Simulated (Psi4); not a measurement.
# S2F2 (Difluorodisulfane): r2SCAN/6-311+G(d,p)

What is the vertical ionisation energy of S2F2 (Difluorodisulfane) at r2SCAN/6-311+G**? 

The results are computed with Psi4 1.11.

## 1. The system as given

S2F2: 4 atoms, total charge 0, spin state singlet. As SMILES, `FSSF`. The shape is that of a PBE0-D4/def2-TZVP optimisation.

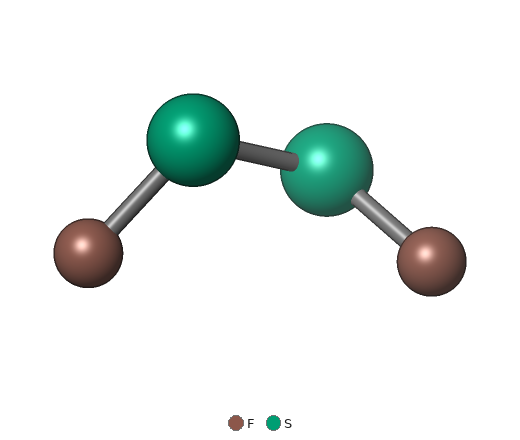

Viewed from a chosen angle; fluorine brown, sulfur teal.

## 2. Energy and forces at r2SCAN/6-311+G(d,p)

Contents of f2s2.xyz:

```xyz
4
F2S2
F     -1.783750    -0.199930    -0.621590
S     -0.467670     0.764150    -0.632370
S      1.044990    -0.276390    -0.184720
F      1.206410    -0.287820     1.438680
```

Contents of job.py:

```python
import psi4

psi4.set_memory(2200000000)
psi4.set_num_threads(1)
psi4.core.set_output_file('output.dat', False)

with open('f2s2.xyz') as f:
    atoms = ''.join(f.readlines()[2:])
m = psi4.geometry('0 1\n' + atoms + 'symmetry c1')

options = {'basis': '6-311+G**', 'puream': True, 'e_convergence': 1e-09, 'd_convergence': 1e-08, 'scf_type': 'pk', 'dft_radial_points': 99, 'dft_spherical_points': 590}
psi4.set_options(options)

result = psi4.gradient("r2scan", molecule=m)
print('gradient / Eh bohr^-1')
print(result.np.round(6))
```

Started as:

```sh
$ python job.py
```

output.dat, shortened:

```text
[...]
  Running in c1 symmetry.
[...]
  Nuclear repulsion =  230.128319113788450
[...]
  Multiplicity = 1
[...]
  Nalpha       = 25
  Nbeta        = 25
[...]
    Number of basis functions: 104
[...]
   @RKS iter   1:  -995.88559959108829    5.07578e-02   5.97650e-03 DIIS/ADIIS
[...]
   @RKS iter  11:  -995.96529472433645   -1.20508e-11   9.40959e-09 DIIS
[...]
    Orbital Energies [Eh]
    ---------------------
    Doubly Occupied:
       1A    -88.654338     2A    -88.654337     3A    -24.516973
       4A    -24.516971     5A     -7.967097     6A     -7.966947
       7A     -5.916455     8A     -5.916200     9A     -5.909624
      10A     -5.909002    11A     -5.902085    12A     -5.902084
      13A     -1.198057    14A     -1.193585    15A     -0.839311
      16A     -0.649506    17A     -0.532071    18A     -0.473357
      19A     -0.463677    20A     -0.432076    21A     -0.430917
      22A     -0.409490    23A     -0.340352    24A     -0.288466
      25A     -0.281204
[...]
  @RKS Final Energy:  -995.96529472433645
   => Energetics <=
    Nuclear Repulsion Energy =            230.1283191137884501
    One-Electron Energy =               -1835.6702780936761883
    Two-Electron Energy =                 681.7986487192894174
    DFT Exchange-Correlation Energy =     -72.2219844637380106
    Empirical Dispersion Energy =           0.0000000000000000
    VV10 Nonlocal Energy =                  0.0000000000000000
    Total Energy =                       -995.9652947243364451
[...]
 Multipole Moments:
 ------------------------------------------------------------------------------------
     Multipole            Electronic (a.u.)      Nuclear  (a.u.)        Total (a.u.)
 ------------------------------------------------------------------------------------
 L = 1.  Multiply by 2.5417464519 to convert [e a0] to [Debye]
 Dipole X            :         -0.3582233            0.6946095            0.3363862
 Dipole Y            :         -0.3026516            0.5868381            0.2841865
 Dipole Z            :          0.5070108           -0.9830746           -0.4760638
 Magnitude           :                                                    0.6485017
[...]
  -Total Gradient:
     Atom            X                  Y                   Z
    ------   -----------------  -----------------  -----------------
       1        0.023523748591     0.016486994832     0.000036952473
       2       -0.010474813184    -0.024998979573     0.004302719227
       3       -0.009802433615     0.007867222538     0.024398865981
       4       -0.003399325663     0.000515638644    -0.028522218264
[...]
```

The script printed:

```text
gradient / Eh bohr^-1
[[ 2.3524e-02  1.6487e-02  3.7000e-05]
 [-1.0475e-02 -2.4999e-02  4.3030e-03]
 [-9.8020e-03  7.8670e-03  2.4399e-02]
 [-3.3990e-03  5.1600e-04 -2.8522e-02]]
```

Run time: 37 s. Hardware: 1 thread of AMD EPYC 7R43 (Zen 3), shared host; peak memory 1 GiB.

## 3. The doublet cation

Contents of input.inp:

```
memory 2200 mb

molecule geom {
  1 2
  F
  S 1 1.631451
  S 2 1.889776 1 108.58854
  F 3 1.631446 2 108.58841 1 -87.92605
  symmetry c1
  no_reorient
  no_com
}

set basis 6-311+G**
set reference uks
set puream true
set e_convergence 1e-09
set d_convergence 1e-08
set scf_type pk
set dft_radial_points 99
set dft_spherical_points 590
set maxiter 100

e, wfn = gradient("r2scan", return_wfn=True)
oeprop(wfn, "LOWDIN_CHARGES", "QUADRUPOLE", "MAYER_INDICES")
print_variables()
```

Started as:

```sh
$ psi4 input.inp input.out -n 1
```

input.out, shortened:

```text
[...]
  Running in c1 symmetry.
[...]
  Nuclear repulsion =  230.128325719284419
[...]
  Multiplicity = 2
[...]
  Nalpha       = 25
  Nbeta        = 24
[...]
    Number of basis functions: 104
[...]
   @UKS iter   1:  -995.49040133569144    4.45956e-01   5.35847e-03 ADIIS/DIIS
[...]
   @UKS iter  16:  -995.56255799871906    0.00000e+00   7.64154e-09 DIIS
[...]
   @S^2 Observed:                7.616527435E-01
[...]
  @UKS Final Energy:  -995.56255799871906
   => Energetics <=
    Nuclear Repulsion Energy =            230.1283257192844189
    One-Electron Energy =               -1821.8269187960877389
    Two-Electron Energy =                 667.9813287841427609
    DFT Exchange-Correlation Energy =     -71.8452937060585128
    Empirical Dispersion Energy =           0.0000000000000000
    VV10 Nonlocal Energy =                  0.0000000000000000
    Total Energy =                       -995.5625579987190577
[...]
  -Total Gradient:
     Atom            X                  Y                   Z
    ------   -----------------  -----------------  -----------------
       1        0.016662112383    -0.000605294090    -0.005589867704
       2       -0.022197338594    -0.040434045152     0.024593923300
       3        0.011216654240     0.036804418863    -0.035383506394
       4       -0.006088777365     0.004100279416     0.015979133140
[...]
 Multipole Moments:
 ------------------------------------------------------------------------------------
     Multipole            Electronic (a.u.)      Nuclear  (a.u.)        Total (a.u.)
 ------------------------------------------------------------------------------------
 L = 1.  Multiply by 2.5417464519 to convert [e a0] to [Debye]
 Dipole X            :         -0.3523169            0.9296222            0.5773053
 Dipole Y            :         -0.1164514            0.3072587            0.1908073
 Dipole Z            :         -0.3462435            0.9136147            0.5673712
 Magnitude           :                                                    0.8316242
 L = 2.  Multiply by 1.3450342976 to convert [e a0^2] to [Debye ang]
 Quadrupole XX       :        -86.0357118           62.9525275          -23.0831843
 Quadrupole XY       :        -65.6951090           65.2877978           -0.4073112
[...]
```

Wall time 79 s (1 thread of AMD EPYC 7R43 (Zen 3), shared host); peak memory 1 GiB.

## 4. Summary of results

At r2SCAN/6-311+G**:

```
                                          quantity          value
                        singlet S2F2: total energy  -995.96529 Eh
                       singlet S2F2: dipole moment         1.65 D
                         singlet S2F2: HOMO energy       -7.65 eV
                         singlet S2F2: LUMO energy       -2.71 eV
                       singlet S2F2: HOMO–LUMO gap        4.94 eV
            singlet S2F2: largest force on an atom     1.477 eV/Å
                      doublet cation: total energy  -995.56256 Eh
doublet cation: HOMO energy (highest over α and β)      -14.77 eV
 doublet cation: LUMO energy (lowest over α and β)      -14.27 eV
                              doublet cation: ⟨S²⟩          0.762
          doublet cation: largest force on an atom     2.688 eV/Å
vertical ionisation energy (to the doublet cation)      10.959 eV
```

**Reading.** Removing an electron at fixed nuclei costs 10.96 eV (253 kcal/mol). The largest force (singlet S2F2) is 1.48 eV/Å: the shape isn't a stationary point for this species at this level. The negative HOMO energy of the first species, 7.65 eV, lies 3.31 eV below that difference.
